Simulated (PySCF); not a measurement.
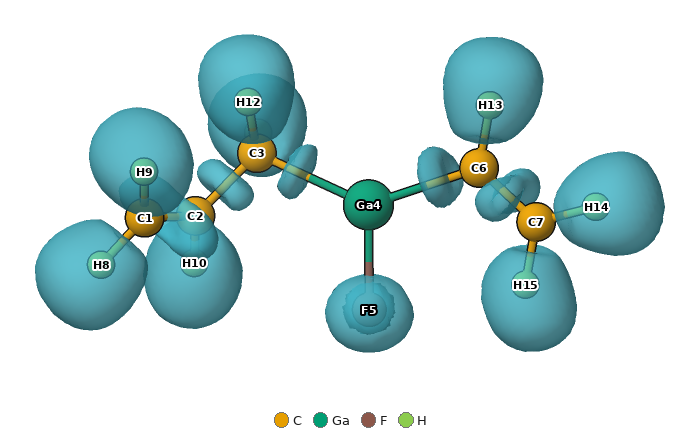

C5H8FGa (SMILES C=C[CH2][Ga]([F])[CH]=C). Isosurface of the electron localisation function at 0.8 (cyan), seen across its widest extent. Only the valence region is drawn (cores and ρ < 0.01 e/Å³ removed).

Geometry: GFN2-xTB.

All numbers below come from CAM-B3LYP/def2-SVPD, SCF density, gas phase in PySCF.

```xyz
15

C    -2.9734    0.4619   -0.5869
C    -2.0897   -0.4929   -0.8392
C    -0.7384   -0.2574   -1.3975
Ga    0.6443   -0.5921    0.1376
F     0.0413   -1.7132    1.3678
C     2.5317    0.0245    0.6333
C     3.0757   -0.4177    1.7557
H    -3.9436    0.2422   -0.1763
H    -2.7646    1.4994   -0.7980
H    -2.3351   -1.5266   -0.6203
H    -0.5089   -0.9696   -2.1960
H    -0.6175    0.7607   -1.7744
H     3.0647    0.7148   -0.0128
H     4.0653   -0.1252    2.0843
H     2.5438   -1.1064    2.4007
```

**Describe the localisation domains.**

At this value the surface marks out three regions between bonded C–C atoms (shared pairs), eight regions around hydrogen nuclei, two lobes of the valence shell of C pointing towards Ga (polar bonds) and one region wrapped around F (its valence shell). Along the contacts the grid gives the following. C–C (1.32 Å): the ELF peaks at about 0.90 between the atoms (a short, multiple covalent bond). Ga–F (1.77 Å): the ELF peaks at about 0.80 in the valence shell of F, 0.5 Å from its nucleus, and is about 0.15 at the midpoint.
